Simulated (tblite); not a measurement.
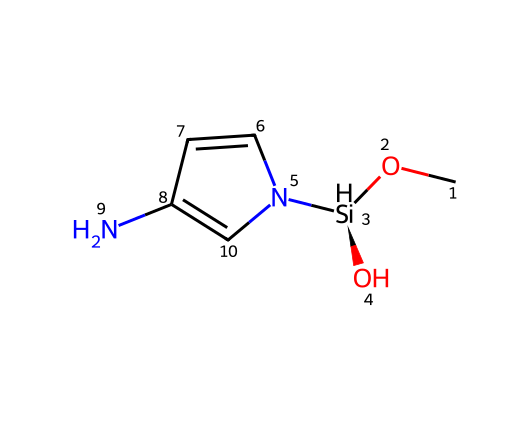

Skeletal drawing with numbered atoms; wedges and dashes mark any stereocentres. The configuration is that of a computed structure (GFN2-xTB).

What are the Cahn–Ingold–Prelog descriptors?

Answer. Si3: R.

Give a SMILES with the stereochemistry.

Answer. CO[Si@@H](O)n1ccc(N)c1
